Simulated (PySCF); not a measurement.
C$_{4}$H$_{14}$AlAs, SMILES `CCCC[AsH2+][AlH3-]`.

Computed with PySCF, PBE/def2-SVP, geometry: GFN2-xTB. No frequency check shows the geometry to be a minimum. A basis without diffuse functions makes polarisabilities too small. GFN2-xTB bond lengths at metals and heavier atoms can be off by up to 0.1 Å and shapes distorted, which carries into these values.

Cartesian coordinates (Å):

```
C1       4.3105   -0.1346    0.0001
C2       2.9438   -0.8091    0.0005
C3       1.8102    0.2155    0.0004
C4       0.4360   -0.4474    0.0001
As5     -1.0780    0.8035    0.0000
Al6     -2.7632   -1.1985   -0.0001
H7       4.4286    0.4913    0.8805
H8       4.4279    0.4915   -0.8834
H9       5.1030   -0.8788   -0.0003
H10      2.8530   -1.4473   -0.8829
H11      2.8536   -1.4474    0.8808
H12      1.9062    0.8562    0.8832
H13      1.9056    0.8564   -0.8843
H14      0.3240   -1.0931   -0.8790
H15      0.3246   -1.0933    0.8786
H16     -0.5466    1.7184    1.0659
H17     -0.5473    1.7186   -1.0651
H18     -2.1919   -1.7803   -1.3452
H19     -4.1561   -0.4934   -0.0006
H20     -2.1910   -1.7806    1.3464
```

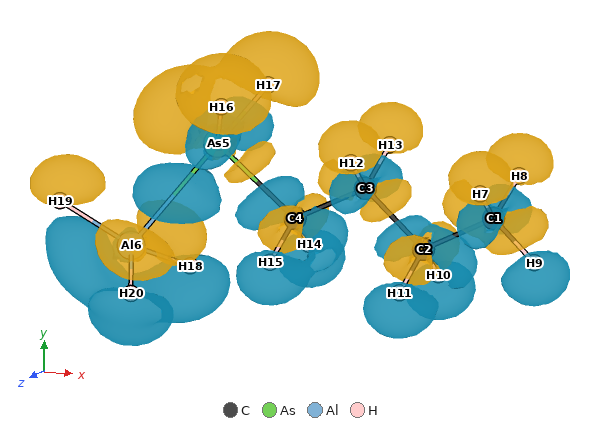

Change of the electron density in a uniform field of 0.10 V/Å, surfaces at ±0.0008 e/Å³ (yellow: gain, teal: loss).

**Along which Cartesian direction does the field point?**

Along −y: electrons gather on the +y side, against the field.

**How large is the response?**

The induced dipole is 0.52 D (along the field); α along this axis, from the fields in both directions, is 102 bohr³ (15.1 Å³).

**Which atoms gain and lose the most charge?**

Electrons gather most on As5 (Hirshfeld charge changes by −0.005 e) and leave Al6 most (+0.005 e); 0.048 electrons are displaced in all.
